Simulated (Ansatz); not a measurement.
A series of calculations on Ca$_{3}$Zn$_{6}$As$_{6}$CO

## 1. Relaxation

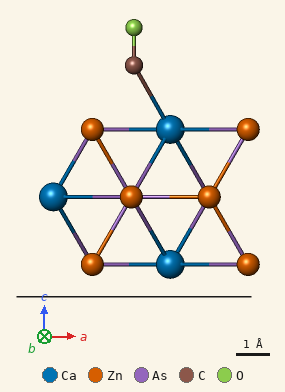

Starting structure of a slab of composition Ca3Zn6As6CO. The picture is a ball-and-stick view of the cell of the calculation, outlined in the plane, without the vacuum (origin shifted), seen along the b axis.

It is CO on CaZn2As2(110), set down by a guess. The run prepares the start of a later molecular dynamics calculation, from a guessed geometry. 5 atoms are held fixed.

Theory: Ansatz 0.2.0, DFT LDA, scalar-relativistic, plane waves, PAW.

Input file:
```yaml
crystal:
  lattice:
    - [7.185504, 0.0, 0.0]
    - [0.0, 7.007342, 0.0]
    - [0.0, 0.0, 17.148552]
  atoms:
    - { symbol: Ca, position: [0.0, 0.0, 0.058314] }
    - { symbol: Zn, position: [0.3333333, 0.3695335, 0.058314] }
    - { symbol: Zn, position: [0.6666667, 0.6304665, 0.058314] }
    - { symbol: As, position: [0.3333333, 0.7395112, 0.058314] }
    - { symbol: As, position: [0.6666667, 0.2604888, 0.058314] }
    - { symbol: Ca, position: [0.5, 0.0, 0.1792732] }
    - { symbol: Zn, position: [0.8333333, 0.3695335, 0.1792732] }
    - { symbol: Zn, position: [0.1666667, 0.6304665, 0.1792732] }
    - { symbol: As, position: [0.8333333, 0.7395112, 0.1792732] }
    - { symbol: As, position: [0.1666667, 0.2604888, 0.1792732] }
    - { symbol: Ca, position: [1.0, 0.0, 0.3002325] }
    - { symbol: Zn, position: [0.3333333, 0.3695335, 0.3002325] }
    - { symbol: Zn, position: [0.6666667, 0.6304665, 0.3002325] }
    - { symbol: As, position: [0.3333333, 0.7395112, 0.3002325] }
    - { symbol: As, position: [0.6666667, 0.2604888, 0.3002325] }
    - { symbol: C, position: [0.8447068, 0.8230846, 0.415111] }
    - { symbol: O, position: [0.8447068, 0.8230846, 0.4827552] }
basis:
  ecutwfc: 420.0
kpoints:
  mp_grid: { grid: [2, 2, 1] }
hamiltonian:
  xc: lda
scf:
  occupations: { method: fermi_dirac, width: 0.1 }
  lower_state_search: "off"
relax:
  f_tol: 0.08
  max_steps: 25
  adjacent_minimum: "off"
  constraints: [{ sites: [0, 1, 2, 3, 4] }]
```

Launched with:
```bash
ansatz run input.yaml --threads 2 --pin off --max-ram 5120MiB --backend cpu --events-out ev --progress --plain --runs-dir out
```

Question: Where does the constrained relaxation end?

Answer: O17 moves most: 1.02 Å at 51° to the normal (−c side). Largest moves by element: O 1.02 Å, C 0.97 Å, Zn 0.63 Å, Ca 0.26 Å, As 0.20 Å. The cell doesn't change. Among the contacts that change: Zn13–C16 2.709 → 2.071 Å, Ca11–C16 2.581 → 2.843 Å, Ca1–As9 3.011 → 2.840 Å, Ca6–As15 3.011 → 3.181 Å. New bonds form, among them: Zn13–C16 (2.71 → 2.07 Å). Bond angles that change, for instance: Zn7–As15–Zn12 111.2° → 92.8°, As10–Zn12–As15 111.2° → 127.5°, Ca6–As14–Zn12 127.3° → 111.2°. Over 12 accepted moves (14 points after the start) the energy falls by 1.154 eV per cell of the calculation. Largest force component: 2.5 eV/Å at the start, 0.014 eV/Å at the end. The line search rejected the trial step at point 11 of the run. 1 step only repeated the SCF at the same geometry.

After the run, drawn alike:

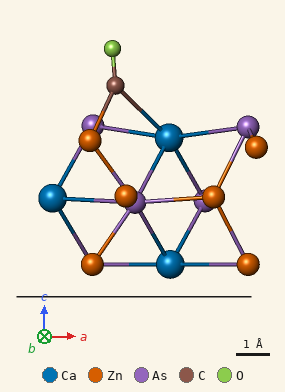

Limits of the set-up: the periodic images lie only 7.0 Å apart, so the values are limited by the cell's size.

## 2. Dynamics

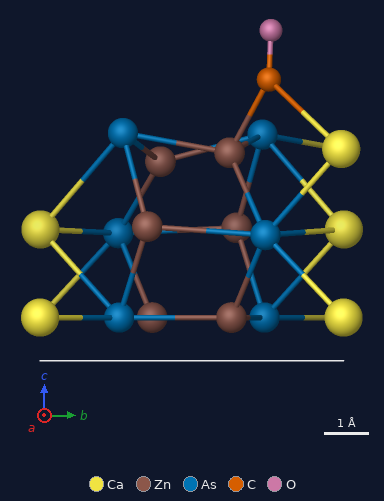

Starting frame of a dynamics run of CO on CaZn2As2(110) (17 atoms in the cell). Style: ball-and-stick. Shown: the simulation cell, with the vacuum cut short, along the a axis. Bonds to atoms that aren't drawn are left out.

All numbers below come from DFT LDA, scalar-relativistic, plane waves, PAW in Ansatz.

The input:
```yaml
crystal:
  lattice:
    - [7.185504, 0.0, 0.0]
    - [0.0, 7.007342, 0.0]
    - [0.0, 0.0, 17.148552]
  atoms:
    - { symbol: Ca, position: [0.0, 0.0, 0.058314] }
    - { symbol: Zn, position: [0.3333333, 0.3695335, 0.058314] }
    - { symbol: Zn, position: [0.6666667, 0.6304665, 0.058314] }
    - { symbol: As, position: [0.3333333, 0.7395112, 0.058314] }
    - { symbol: As, position: [0.6666667, 0.2604888, 0.058314] }
    - { symbol: Ca, position: [0.49667947, 0.00122847, 0.17700869] }
    - { symbol: Zn, position: [0.81085641, 0.35353489, 0.18078977] }
    - { symbol: Zn, position: [0.18538021, 0.64785284, 0.17917991] }
    - { symbol: As, position: [0.84868968, 0.74250569, 0.16937117] }
    - { symbol: As, position: [0.14894134, 0.25755407, 0.1720361] }
    - { symbol: Ca, position: [0.99490237, -0.00760175, 0.28528323] }
    - { symbol: Zn, position: [0.36817169, 0.39660387, 0.26828624] }
    - { symbol: Zn, position: [0.65664437, 0.62438268, 0.28030867] }
    - { symbol: As, position: [0.33253398, 0.73273018, 0.30471249] }
    - { symbol: As, position: [0.66924226, 0.27306741, 0.30679866] }
    - { symbol: C, position: [0.76534854, 0.75406544, 0.37881791] }
    - { symbol: O, position: [0.75268118, 0.76091214, 0.44509531] }
basis:
  ecutwfc: 420.0
kpoints:
  mp_grid: { grid: [2, 2, 1] }
hamiltonian:
  xc: lda
scf:
  occupations: { method: fermi_dirac, width: 0.1 }
  lower_state_search: "off"
md:
  timestep: 1
  n_steps: 210
  ensemble: nvt_langevin
  temperature: 300.0
  initial_velocities: maxwell_boltzmann
  seed: 634998
  friction: 0.02
  constraints: [{ sites: [0, 1, 2, 3, 4] }]
```

Launched with:
```bash
ansatz run input.yaml --threads 2 --pin off --max-ram 5120MiB --backend cpu --events-out ev --progress --plain --runs-dir out
```

> What does the trajectory do?

Over the second half the temperature averages 295 K (spread ±48 K). The potential energy in the second half lies on average 28.2 meV per atom above the first frame. In the second half of the run the atoms are, in the root-mean-square, this far from where they began (common drift taken out): O 0.26 Å, C 0.19 Å, As 0.17 Å, Ca 0.17 Å, Zn 0.16 Å. That is small against the typical shortest distance between atoms in the first frame, about 2.4 Å: the atoms vibrate about their sites and the arrangement holds.

Along the run (each row but the first and the last is the mean over the interval that it begins):

| time (fs) | potential energy (meV/atom) | T (K) |
| --- | --- | --- |
| 0.0 | 0.0 | 300 |
| 26.0 | 14.0 | 173 |
| 52.0 | 18.5 | 201 |
| 78.0 | 21.5 | 309 |
| 104.0 | 24.7 | 348 |
| 130.0 | 31.5 | 268 |
| 156.0 | 29.7 | 315 |
| 182.0 | 26.8 | 258 |
| 208.0 | 26.7 | 216 |

The paths of the atoms, magnified 2 times:

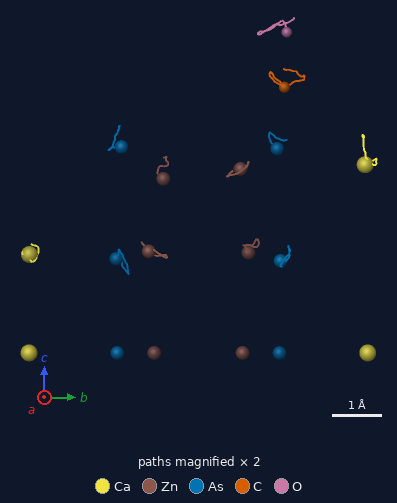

Limits of the set-up: the periodic images lie only 7.0 Å apart, so the values are limited by the cell's size.

## 3. Dynamics

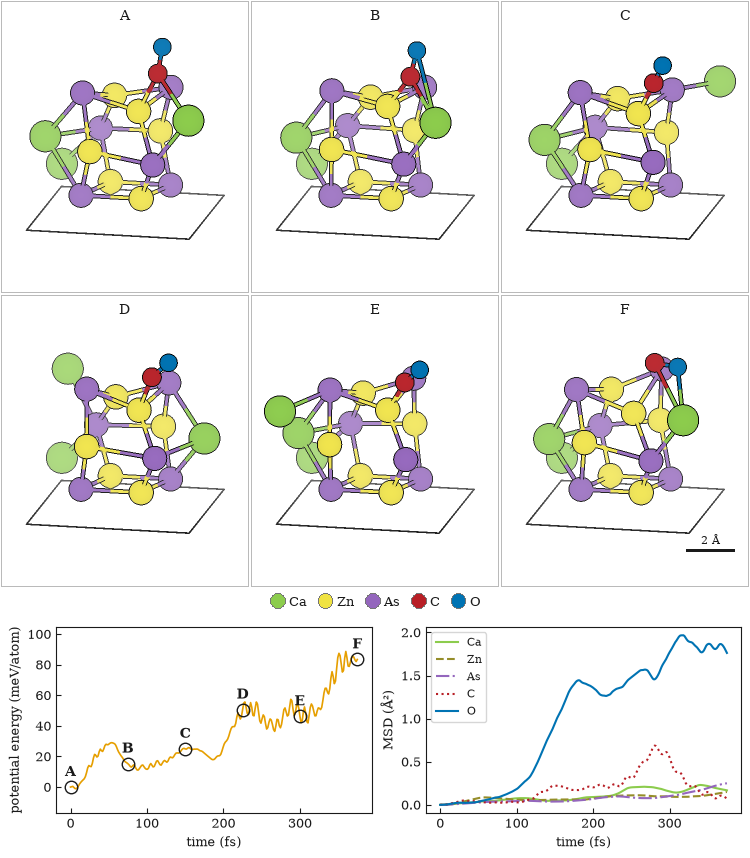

First-principles dynamics of CO on CaZn2As2(110) (17 atoms in the cell), 375 fs long. It starts from the last geometry of an earlier run, with fresh velocities. Frames (A at 0 fs, B at 75 fs, C at 150 fs, D at 225 fs, E at 300 fs, F at 375 fs) and the history of the run. A ball-and-stick model of the simulation cell, with the vacuum cut short, seen slightly off an axis. Atoms that leave the cell re-enter on the other side. Bonds to atoms that aren't drawn are left out.

Level of theory: DFT LDA, scalar-relativistic, plane waves, PAW (Ansatz 0.2.0). Set-up: plane-wave cutoff 420 eV; k-point mesh 2 × 2 × 1; Fermi-Dirac smearing 0.1 eV; 5 atoms held fixed; Langevin thermostat (NVT); set temperature 600 K; time step 1.5 fs; friction 0.02 per fs.

### Describe the run.

Root-mean-square distances from the starting positions over the second half, with the common drift of all atoms taken out: O 1.27 Å, C 0.55 Å, Ca 0.41 Å, As 0.34 Å, Zn 0.32 Å. Against the typical shortest distance between atoms in the first frame, about 2.5 Å these are large excursions, but over 375 fs one can't yet tell strong vibration from the start of diffusion. The mean temperature in the second half is 769 K (standard deviation 181 K). The potential energy is still drifting at the end, so the run hasn't reached equilibrium. The potential energy in the second half lies on average 51.6 meV per atom above the first frame.

Limits of the set-up: the periodic images lie only 7.0 Å apart, so the values are limited by the cell's size.

The run took 27 min on 2 threads of Intel(R) Xeon(R) Platinum 8488C (Sapphire Rapids), on a shared host, peak memory 1.8 GiB.
